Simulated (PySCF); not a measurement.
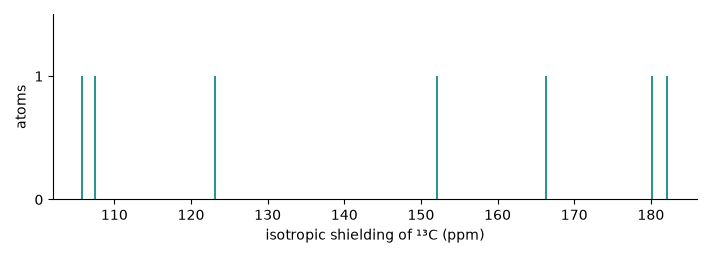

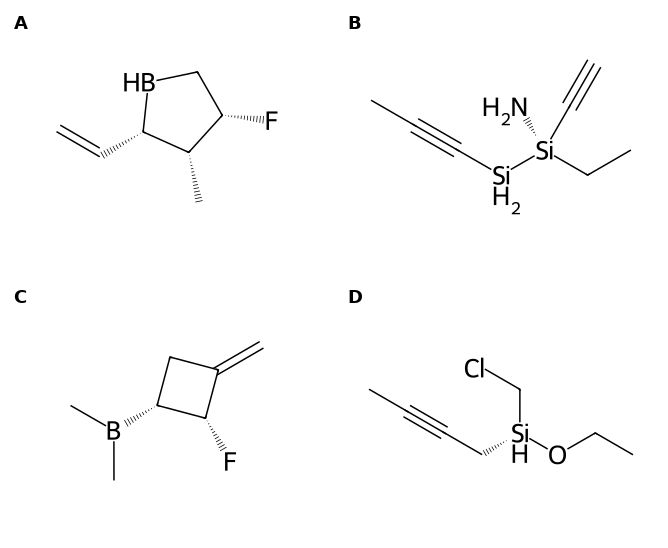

The sticks are computed shieldings of one of the molecules, for one fixed geometry (GFN2-xTB) without averaging over rotations. Low shielding means a high chemical shift. Method: GIAO PBE0/pcSseg-1 NMR shielding, non-relativistic, gas phase (PySCF 2.14.0).

### Match the spectrum to a structure.

D, `CC#CC[Si@H](CCl)OCC`. Its 7 C atoms give lines at 105.8, 107.5, 123.1, 152.1, 166.3, 180.1, 182.1 ppm.

The geometry is semi-empirical. Around Si such bond lengths and angles can be off by a tenth of an ångström or more and by several degrees, and values that hang on the shape move with them.
